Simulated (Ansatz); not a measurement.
A series of calculations on AlNH$_{6}$O

Part 1: Relaxation

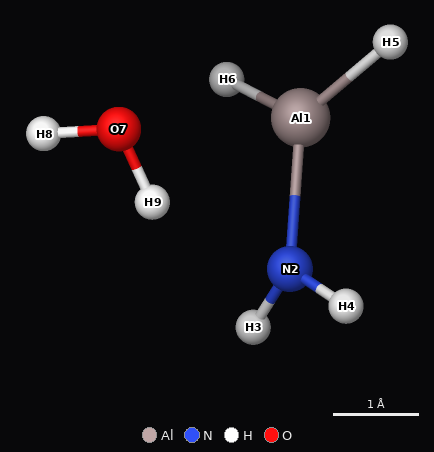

This is the input geometry for a relaxation of AlNH$_{6}$O. A ball-and-stick model, seen at a tilt.

The run prepares an end point of a later path (reaction) calculation, from a guessed geometry.

The calculation used RHF/def2-SVP in Ansatz 0.2.0.

Input
```yaml
crystal:
  periodic: [false, false, false]
  atoms:
    - { symbol: Al, position_ang: [0.083192, -0.303074, 0.153007] }
    - { symbol: "N", position_ang: [0.026899, -0.165061, 2.017505] }
    - { symbol: H, position_ang: [-0.76551, -0.460543, 2.557706] }
    - { symbol: H, position_ang: [0.851613, -0.195207, 2.588377] }
    - { symbol: H, position_ang: [1.487172, -0.249154, -0.554196] }
    - { symbol: H, position_ang: [-1.280797, -0.611272, -0.573552] }
    - { symbol: O, position_ang: [-0.403426, 2.564006, 0.749127] }
    - { symbol: H, position_ang: [-1.295162, 2.878465, 0.730389] }
    - { symbol: H, position_ang: [-0.330182, 2.01834, 1.551538] }
basis:
  gaussian: { orbitals: def2-SVP }
hamiltonian:
  xc: hf
relax:
  f_tol: 0.03
  max_steps: 50
output:
  orbitals: {}
```

Launched with:
```bash
ansatz run input.yaml --threads 1 --pin off --max-ram 2048MiB --backend cpu --events-out ev --progress --plain --runs-dir out
```

Predict the outcome.

The energy falls by 0.530 eV in 8 accepted moves (10 points after the start). Largest force component: 1.5 eV/Å at the start, 0.027 eV/Å at the end. The line search rejected the trial steps at points 6, 8 of the run. The atom that moves furthest after the best rigid fit is H8 (0.65 Å). Largest moves by element: H 0.65 Å, O 0.47 Å, Al 0.47 Å, N 0.13 Å. Near-neighbour distances that change, for instance: Al1–O7 2.969 → 2.042 Å, Al1–N2 1.870 → 1.815 Å, Al1–H6 1.576 → 1.598 Å, O7–H9 0.973 → 0.953 Å. New bonds form, among them: Al1–O7 (2.97 → 2.04 Å). Bond angles that change, for instance: H5–Al1–H6 124.9° → 120.1°, H8–O7–H9 105.9° → 109.2°.

Step by step:

```json
{"step": "0", "E − E(0), eV": "0.0000", "largest force component, eV/Å": "1.5492", "note": ""}
{"step": "1", "E − E(0), eV": "-0.1207", "largest force component, eV/Å": "1.4284", "note": ""}
{"step": "2", "E − E(0), eV": "-0.3143", "largest force component, eV/Å": "1.3934", "note": ""}
{"step": "3", "E − E(0), eV": "-0.4535", "largest force component, eV/Å": "1.1118", "note": ""}
{"step": "4", "E − E(0), eV": "-0.4774", "largest force component, eV/Å": "1.2306", "note": ""}
{"step": "5", "E − E(0), eV": "-0.5140", "largest force component, eV/Å": "0.7805", "note": ""}
{"step": "6", "E − E(0), eV": "-0.4945", "largest force component, eV/Å": "0.3620", "note": "rejected"}
{"step": "7", "E − E(0), eV": "-0.5264", "largest force component, eV/Å": "0.1260", "note": ""}
{"step": "8", "E − E(0), eV": "-0.5263", "largest force component, eV/Å": "0.0791", "note": "rejected"}
{"step": "9", "E − E(0), eV": "-0.5291", "largest force component, eV/Å": "0.0535", "note": ""}
{"step": "10", "E − E(0), eV": "-0.5296", "largest force component, eV/Å": "0.0269", "note": ""}
```

The structure at the end:

```xyz
9

Al   -0.0164    0.1148    0.3399
N     0.0605   -0.2352    2.1193
H    -0.6804   -0.6954    2.6152
H     0.9232   -0.4192    2.5980
H     1.3515    0.0996   -0.4680
H    -1.3887   -0.2390   -0.3993
O    -0.3539    2.1078    0.6313
H    -1.0688    2.5644    0.2075
H    -0.4532    2.1786    1.5761
```

The end point in the same view:

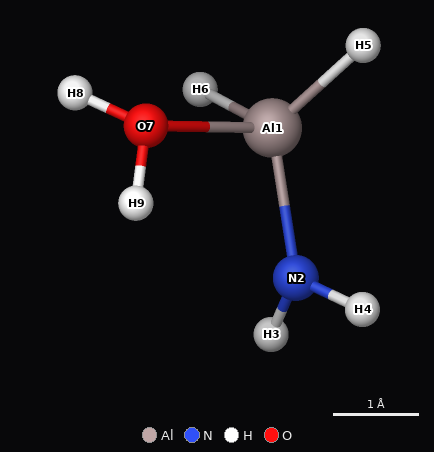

Limits of the set-up: the start holds two separate molecules, 2.3 Å apart at their closest, whose relative position is a soft coordinate and is computed without a dispersion correction; Hartree-Fock leaves out electron correlation.

Part 2: Relaxation

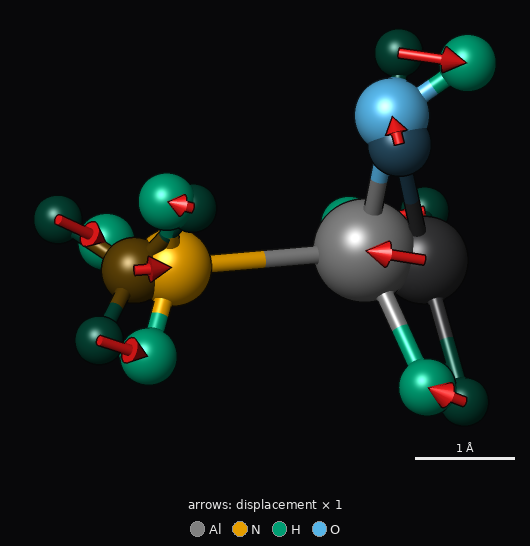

This is a relaxation of AlNH6O. The starting structure is drawn faded, the final one solid; red arrows show the displacements, at their true length. The two geometries are superimposed by the best rigid fit.

The picture is a ball-and-stick view, seen at a tilt.

The run prepares an end point of a later path (reaction) calculation, from a guessed geometry.

The calculation used Ansatz, RHF/def2-SVP. Settings: no spin polarisation; force threshold 0.03 eV/Å; at most 50 steps.

Q: What did the optimiser do to the structure, and how much energy did it gain?

A: After 11 accepted moves (12 points after the start) the energy has fallen by 21.0 kcal/mol. The largest force component goes from 0.97 to 0.012 eV/Å. The line search rejected the trial step at point 6 of the run. The largest move after the best rigid fit is that of an H atom, 0.80 Å. Largest moves by element: H 0.80 Å, Al 0.65 Å, N 0.40 Å, O 0.31 Å. Among the contacts that change: Al–N 3.102 → 2.066 Å, Al–H 1.568 → 1.598 Å, H–N 1.030 → 1.010 Å, Al–O 1.749 → 1.733 Å. New bonds form, among them: Al–N (3.10 → 2.07 Å). Bond angles that change, for instance: H–Al–H 124.6° → 117.4°, Al–O–H 123.7° → 128.6°. Groups turn about Al–O by about 70°. Cost: 24 s on 1 thread of Arm Neoverse N1, on a shared host, peak memory 0.12 GiB.

Limits of the set-up: the start holds two separate molecules, 2.2 Å apart at their closest, whose relative position is a soft coordinate and is computed without a dispersion correction; Hartree-Fock leaves out electron correlation.

Part 3: Path

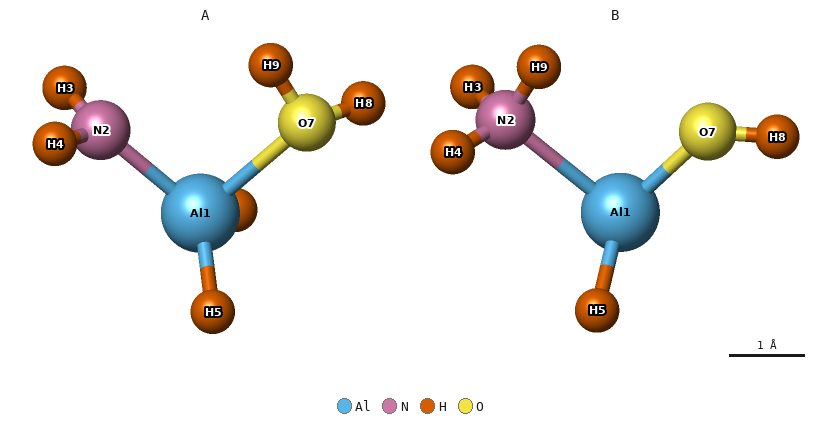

The two relaxed end points of a path for AlNH6O. The picture is a ball-and-stick view, seen at a tilt.

Method: Ansatz, RHF/def2-SVP.

Run with 7 movable images; climbing image; force threshold 0.05 eV/Å; iteration limit 60.

Start:
```xyz
9

Al   -0.0155    0.1137    0.3409
N     0.0596   -0.2332    2.1210
H    -0.6817   -0.6927    2.6169
H     0.9218   -0.4160    2.6010
H     1.3533    0.0974   -0.4654
H    -1.3869   -0.2419   -0.3991
O    -0.3539    2.1071    0.6284
H    -1.0685    2.5627    0.2031
H    -0.4543    2.1795    1.5730
```

End:
```xyz
9

Al   -0.1748    0.4624    0.1272
N    -0.0007    0.1412    2.1606
H    -0.7350   -0.4372    2.5369
H     0.8845   -0.2433    2.4498
H     1.3018    0.1561   -0.4005
H    -1.3333   -0.5523   -0.2990
O    -0.6128    2.1224    0.3663
H    -0.8613    2.7613   -0.2768
H    -0.0945    1.0659    2.5554
```

What barrier does the band find between them, and by what path?

The highest point, image 3, lies 8.8 kcal/mol above the start and 30.4 kcal/mol above the end; the end is at −21.6 kcal/mol relative to the start. A hydrogen atom shifts from one atom to another. Breaking: O7–H9 (0.95 → 1.15 at the top → 2.49 Å). Forming: N2–H9 (2.53 → 1.38 at the top → 1.01 Å). The band is converged. At the top, the vibrational analysis gives one imaginary mode (1506i cm⁻¹), as a transition state must have.

Energies of the converged images:

```json
{"image": "0", "path (Å)": "0.00", "E (kcal/mol)": "0.0"}
{"image": "1", "path (Å)": "0.38", "E (kcal/mol)": "0.5"}
{"image": "2", "path (Å)": "0.77", "E (kcal/mol)": "2.9"}
{"image": "3", "path (Å)": "1.15", "E (kcal/mol)": "8.8"}
{"image": "4", "path (Å)": "1.50", "E (kcal/mol)": "-5.8"}
{"image": "5", "path (Å)": "1.84", "E (kcal/mol)": "-16.4"}
{"image": "6", "path (Å)": "2.19", "E (kcal/mol)": "-19.8"}
{"image": "7", "path (Å)": "2.53", "E (kcal/mol)": "-21.2"}
{"image": "8", "path (Å)": "2.88", "E (kcal/mol)": "-21.6"}
```

The geometry at the top of the path:

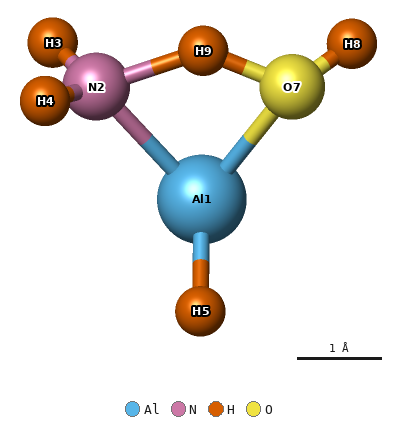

Limits of the set-up: Hartree-Fock leaves out electron correlation.

Cost: 110 s on 1 thread of Arm Neoverse N1, with other jobs on the host, peak memory 0.13 GiB.
